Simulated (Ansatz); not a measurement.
## Response to strain in MoS2

The reference is MoS2 in the 3R-MoS2 type structure (space group R3m, No. 160; layered, stacked along the Cartesian z axis).

```cif
data_MoS2
_chemical_formula_sum 'Mo1 S2'
_space_group_name_H-M_alt 'P 1'
_space_group_IT_number 1
_cell_length_a 6.26731
_cell_length_b 6.26731
_cell_length_c 6.26731
_cell_angle_alpha 29.139
_cell_angle_beta 29.139
_cell_angle_gamma 29.139
loop_
_space_group_symop_operation_xyz
  'x, y, z'
loop_
_atom_site_label
_atom_site_type_symbol
_atom_site_fract_x
_atom_site_fract_y
_atom_site_fract_z
_atom_site_occupancy
Mo1 Mo 0.00002 0.00002 0.00002 1
S1 S 0.75355 0.75355 0.75355 1
S2 S 0.57974 0.57974 0.57974 1
```

Strains are applied to the cell and any free atomic positions relax.

Level of theory: DFT with PBE-D3(BJ), PAW potentials and a 420 eV plane-wave cutoff in Ansatz (a first-principles code), spin-orbit coupling left out.

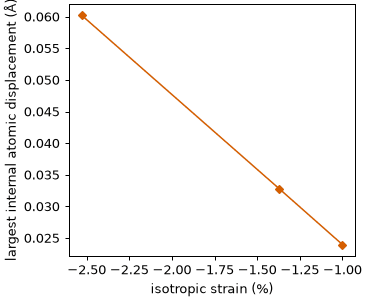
Figure. Largest internal atomic displacement against isotropic strain

Question: From the plot, what is the largest internal atomic displacement for isotropic strain −2.53 %?

Answer: About 0.060 Å.

Question: Is the trend monotonic over the range shown?

Answer: Yes, it falls throughout, spanning 0.024 Å to 0.060 Å.

No phonon test of stability was made.
